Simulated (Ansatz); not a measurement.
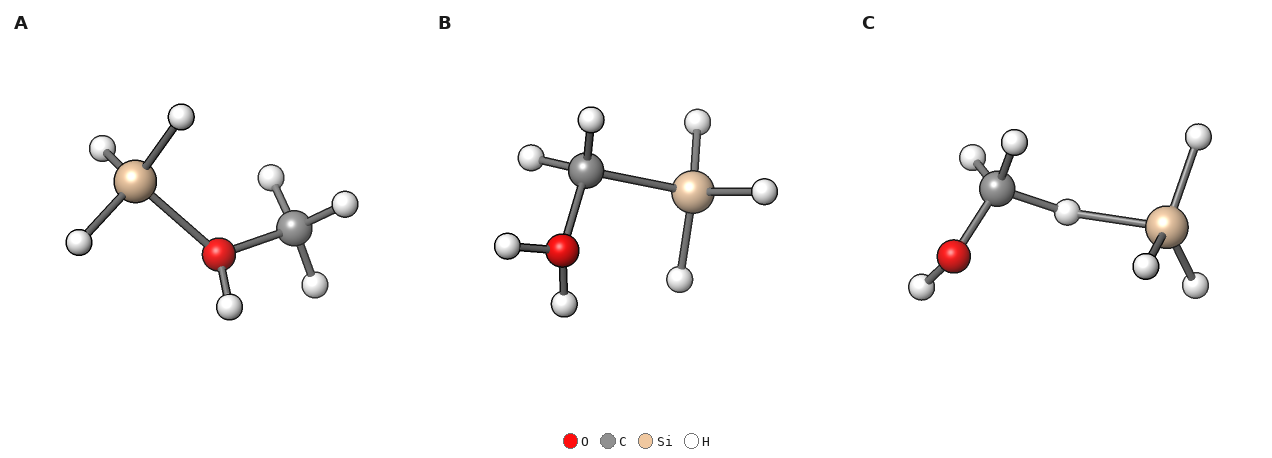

3 stationary structures of one formula. State: charge +1, singlet. Geometries: PBE0-D4/def2-TZVP. Electronic energies: PBE0-D4/def2-TZVP (Ansatz 0.2.0), without zero-point energy. No frequency run is at hand to confirm each as a minimum. Each is one conformer, not always the lowest.

### Which structure is the most stable?

A is lowest; B lies 1.166 eV above it, C lies 1.767 eV above it.
